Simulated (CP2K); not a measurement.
# PM6 run of Si3H8 (SMILES [SiH3][SiH2][SiH3])

What is the energy change on altering one bond length of Si3H8 at PM6? 

The calculation is run with CP2K 2026.2.

3 further runs of the same task are left out: 2 that didn't finish, 1 set aside as unsound or not needed.

### 1 The system as given

Si3H8 has 11 atoms, charge 0, and is taken as a singlet. SMILES: `[SiH3][SiH2][SiH3]`. The shape is that of a PBE0-D4/def2-TZVP optimisation.

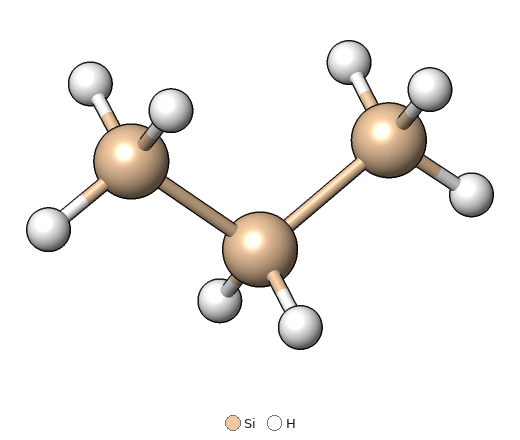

The structure, seen from a chosen angle (silicon light orange, hydrogen white).

### 2 A single-point energy at PM6

qs.inp reads:

```
&GLOBAL
    PROJECT qs
    RUN_TYPE ENERGY
    PRINT_LEVEL MEDIUM
&END GLOBAL

&FORCE_EVAL
    METHOD QUICKSTEP
    &DFT
        CHARGE 0
        MULTIPLICITY 1
        &QS
            METHOD PM6
            EPS_DEFAULT 1.0E-10
            &SE
                &COULOMB
                    CUTOFF [angstrom] 50
                    RC_RANGE [angstrom] 0
                &END COULOMB
                &EXCHANGE
                    CUTOFF [angstrom] 50
                    RC_RANGE [angstrom] 0
                &END EXCHANGE
            &END SE
        &END QS
        &POISSON
            PERIODIC NONE
            POISSON_SOLVER ANALYTIC
        &END POISSON
        # SCF settings
        &SCF
            SCF_GUESS ATOMIC
            EPS_SCF 1.0E-07
            MAX_SCF 150
            ADDED_MOS 4
            &DIAGONALIZATION
                ALGORITHM STANDARD
            &END DIAGONALIZATION
            &MIXING
                METHOD DIRECT_P_MIXING
                ALPHA 0.4
            &END MIXING
        &END SCF
        # extra output
        &PRINT
            &MOMENTS
                PERIODIC F
                REFERENCE COM
                MAX_MOMENT 1
            &END MOMENTS
            &MO ON
                ENERGIES T
                OCCUPATION_NUMBERS T
                NDIGITS 6
                &EACH
                    QS_SCF 0
                &END EACH
                ADD_LAST NUMERIC
            &END MO
            &HIRSHFELD OFF
            &END HIRSHFELD
        &END PRINT
    &END DFT
    # atoms, cell and kinds
    &SUBSYS
        # vacuum box
        &CELL
            ABC [angstrom] 17.2 16.3 15.7
            PERIODIC NONE
        &END CELL
        &COORD
            Si     7.328445     9.501090     7.099595
            Si     8.158445     7.327060     7.328545
            Si    10.252945     7.359960     8.367615
            H      5.995165     9.502080     6.439745
            H      8.266985    10.314800     6.280795
            H      7.198475    10.134450     8.439505
            H      8.277615     6.694200     5.984705
            H      7.210635     6.513560     8.141255
            H     10.136965     7.979420     9.715295
            H     11.204835     8.166140     7.556815
            H     10.800625     5.985200     8.519635
        &END COORD
    &END SUBSYS
&END FORCE_EVAL
```

On the command line:

```sh
$ OMP_NUM_THREADS=1 cp2k.psmp qs.inp > qs.out
```

Standard output:

```text
CP2K| version string:                                       CP2K version 2026.2
[...]
 GLOBAL| Method name                                                        CP2K
[...]
 GLOBAL| Run type                                                         ENERGY
[...]
                             - Atoms:                                         11
[...]
                             - Spherical basis functions:                     35
[...]
 Number of electrons:                                                         20
[...]
     1 P_Mix/Diag. 0.40E+00    0.0     0.76990407        -7.4899341919 -7.49E+00
[...]
    22 DIIS/Diag.  0.53E-07    0.0     0.00000007       -11.9911332910 -9.59E-14
  *** SCF run converged in    22 steps ***
  Core-core repulsion energy [eV]:                            730.82154133610265
  Core Hamiltonian energy [eV]:                              -446.04262078901718
  Two-electron integral energy [eV]:                        -1222.14850280994847
  Electronic energy [eV]:                                   -1057.11687219399141
  Total energy [eV]:                                         -326.29533085788881
  Atomic reference energy [eV]:                               327.43602219890749
  Heat of formation [kcal/mol]:                                26.30496931513182
[...]
 SE_DIPOLE| Moment [Debye]          0.04374926       0.07632910       0.02801844
 SE_DIPOLE| Derivative [a.u.]       0.00000000       0.00000000       0.00000000
 ENERGY| Total FORCE_EVAL ( QS ) energy [hartree]            -11.991133291049856
[...]
```

It took 0.22 s on 1 thread of Arm Neoverse V2, shared host.

### 3 The distorted shape

run.inp reads:

```
&GLOBAL
    PROJECT run
    RUN_TYPE ENERGY
    PRINT_LEVEL MEDIUM
&END GLOBAL
&FORCE_EVAL
    METHOD QUICKSTEP
    &DFT
        CHARGE 0
        MULTIPLICITY 1
        &QS
            METHOD PM6
            EPS_DEFAULT 1.0E-10
            &SE
                &COULOMB
                    CUTOFF [angstrom] 50
                    RC_RANGE [angstrom] 0
                &END COULOMB
                &EXCHANGE
                    CUTOFF [angstrom] 50
                    RC_RANGE [angstrom] 0
                &END EXCHANGE
            &END SE
        &END QS
        &POISSON
            PERIODIC NONE
            POISSON_SOLVER ANALYTIC
        &END POISSON
        ! SCF settings
        &SCF
            SCF_GUESS ATOMIC
            EPS_SCF 1.0E-07
            MAX_SCF 150
            ADDED_MOS 4
            &DIAGONALIZATION
                ALGORITHM STANDARD
            &END DIAGONALIZATION
            &MIXING
                METHOD DIRECT_P_MIXING
                ALPHA 0.4
            &END MIXING
        &END SCF
        &PRINT
            &MOMENTS
                PERIODIC F
                REFERENCE COM
                MAX_MOMENT 1
            &END MOMENTS
            &MO ON
                ENERGIES T
                OCCUPATION_NUMBERS T
                NDIGITS 6
                &EACH
                    QS_SCF 0
                &END EACH
                ADD_LAST NUMERIC
            &END MO
            &HIRSHFELD OFF
            &END HIRSHFELD
        &END PRINT
    &END DFT
    ! atoms, cell and kinds
    &SUBSYS
        ! box in angstrom
        &CELL
            ABC [angstrom] 17.3 16.7 15.7
            PERIODIC NONE
        &END CELL
        &COORD
            Si     7.316189     9.864159     7.065249
            Si     8.270702     7.363991     7.328545
            Si    10.365202     7.396891     8.367615
            H      5.982909     9.865149     6.405399
            H      8.254729    10.677869     6.246449
            H      7.186219    10.497519     8.405159
            H      8.389872     6.731131     5.984705
            H      7.322892     6.550491     8.141255
            H     10.249222     8.016351     9.715295
            H     11.317092     8.203071     7.556815
            H     10.912882     6.022131     8.519635
        &END COORD
    &END SUBSYS
&END FORCE_EVAL
```

On the command line:

```sh
$ OMP_NUM_THREADS=1 cp2k.psmp -i run.inp -o run.out
```

Standard output:

```text
CP2K| version string:                                       CP2K version 2026.2
[...]
 GLOBAL| Method name                                                        CP2K
[...]
 GLOBAL| Run type                                                         ENERGY
[...]
                             - Atoms:                                         11
[...]
                             - Spherical basis functions:                     35
[...]
 Number of electrons:                                                         20
[...]
     1 P_Mix/Diag. 0.40E+00    0.0     0.76873734        -7.5190978395 -7.52E+00
[...]
    21 DIIS/Diag.  0.45E-07    0.0     0.00000009       -11.9697682791  0.00E+00
  *** SCF run converged in    21 steps ***
  Core-core repulsion energy [eV]:                            711.76484670797311
  Core Hamiltonian energy [eV]:                              -444.92323134289353
  Two-electron integral energy [eV]:                        -1185.11114936068429
  Electronic energy [eV]:                                   -1037.47880602323562
  Total energy [eV]:                                         -325.71395931526257
  Atomic reference energy [eV]:                               327.43602219890749
  Heat of formation [kcal/mol]:                                39.71171664418320
[...]
 SE_DIPOLE| Moment [Debye]         -0.04376003       0.00502309      -0.02130265
 SE_DIPOLE| Derivative [a.u.]       0.00000000       0.00000000       0.00000000
 ENERGY| Total FORCE_EVAL ( QS ) energy [hartree]            -11.969768279050065
[...]
```

Wall time 0.22 s (1 thread of Arm Neoverse V2, shared host).

### 4 Results

At PM6:

```
                                                           quantity          value
                                          first shape: total energy   -11.99113 Eh
                                         first shape: dipole moment         0.09 D
                                           first shape: HOMO energy       -8.69 eV
                                           first shape: LUMO energy       -0.78 eV
                                         first shape: HOMO–LUMO gap        7.91 eV
                                     first shape: heat of formation  26.3 kcal/mol
                                      distorted shape: total energy   -11.96977 Eh
                                     distorted shape: dipole moment         0.05 D
                                       distorted shape: HOMO energy       -8.55 eV
                                       distorted shape: LUMO energy       -1.02 eV
                                     distorted shape: HOMO–LUMO gap        7.53 eV
                                 distorted shape: heat of formation  39.7 kcal/mol
energy change with the Si1–Si2 bond stretched from 2.338 to 2.689 Å       0.581 eV
```

With the Si1–Si2 bond stretched from 2.338 to 2.689 Å the energy rises by 0.58 eV (56.1 kJ/mol). The first shape isn't relaxed at this level, so the change isn't measured from a minimum.
